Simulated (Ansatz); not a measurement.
**Ni3Si (Cu3Au type), energy over volume and axial ratio**

Ni$_{3}$Si (Cu3Au type), conventional cell a = b = c = 3.4646 Å, α = β = γ = 90.00°. The calculation uses the primitive cell of 4 atoms, to which meshes and values per cell refer.

Two coordinates are scanned: the volume, and the ratio of the stretch along z (the conventional c axis) to the stretch across it. Atoms keep their fractional coordinates.

The numbers are results of r2SCAN (plane waves to 500 eV, PAW, scalar-relativistic; Ansatz, an electronic-structure program), not measurements. k mesh 13×13×13 (Γ-centred), Fermi-Dirac smearing 0.05 eV. The energy includes the smearing's −TS. With partly filled bands, the response to shear is sensitive to the k mesh, so small differences along c/a are uncertain. At this level the bands of Ni3Si touch or barely overlap. Ni3Si is run without spin polarisation. Ni3Si was relaxed with its symmetry unable to fall. The zero of ΔE is the relaxed starting cell.

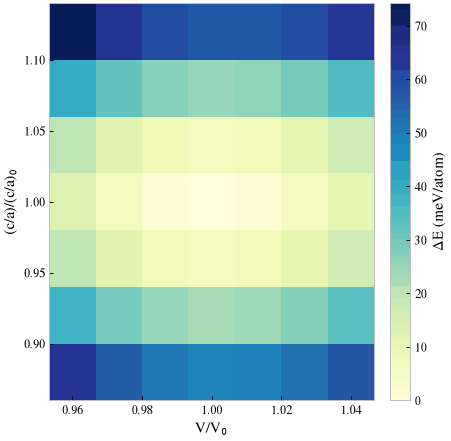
Figure. ΔE (meV/atom) over the 7×7 grid of computed points.

The shear modulus C′ = (C11 − C12)/2 (fit, atoms clamped) is 88 GPa. Highest place on the grid: V/V₀ = 0.960, (c/a)/(c/a)₀ = 1.120 (74 meV/atom). Lowest place on the grid: V/V₀ = 1.000, (c/a)/(c/a)₀ = 1.000 (0 meV/atom).

Near the relaxed cell σzz − σxx = −2Cδ (compression positive), C being this modulus and δ the logarithm of the ratio.

(Under strain, the slope of the energy per volume gives the stress and its curvature an elastic modulus.)
